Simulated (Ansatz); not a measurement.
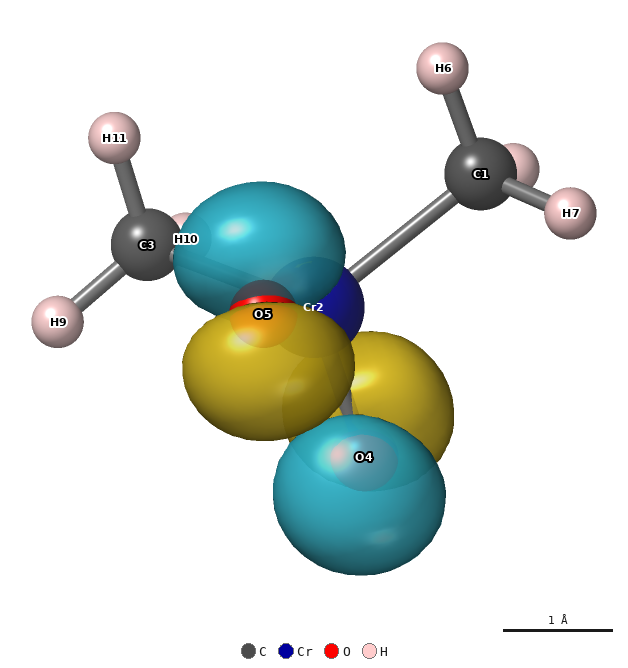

The picture shows: C₂H₆CrO₂ (SMILES [CH3][Cr]([CH3])(=[O])=[O]). The HOMO−1 at ±0.15 Å⁻³ᐟ² (yellow and cyan are the two phases), seen at a tilt.

Geometry: PBE0-D4/def2-TZVP.

All numbers below come from Ansatz 0.2.0, RKS PBE0-D4/def2-TZVPP.

```yaml
atoms:
  - { symbol: C, position_ang: [-1.5483, 0.5666, 0.3057] }
  - { symbol: Cr, position_ang: [0.1740, 0.3618, -0.6127] }
  - { symbol: C, position_ang: [1.3851, -0.9058, 0.2693] }
  - { symbol: O, position_ang: [-0.1119, -0.1733, -2.0358] }
  - { symbol: O, position_ang: [0.8677, 1.7445, -0.6254] }
  - { symbol: H, position_ang: [-1.3252, 0.9291, 1.3124] }
  - { symbol: H, position_ang: [-2.1856, 1.2764, -0.2210] }
  - { symbol: H, position_ang: [-2.0126, -0.4227, 0.3216] }
  - { symbol: H, position_ang: [2.3252, -0.9860, -0.2757] }
  - { symbol: H, position_ang: [0.8708, -1.8700, 0.2849] }
  - { symbol: H, position_ang: [1.5608, -0.5206, 1.2768] }
```

Describe this orbital and give its energy.

It lies mainly on O4 (about 45 %), O5 (about 45 %) and Cr2 (about 10 %); largely a combination of lone pairs on O4 and O5. Its energy is −9.04 eV.
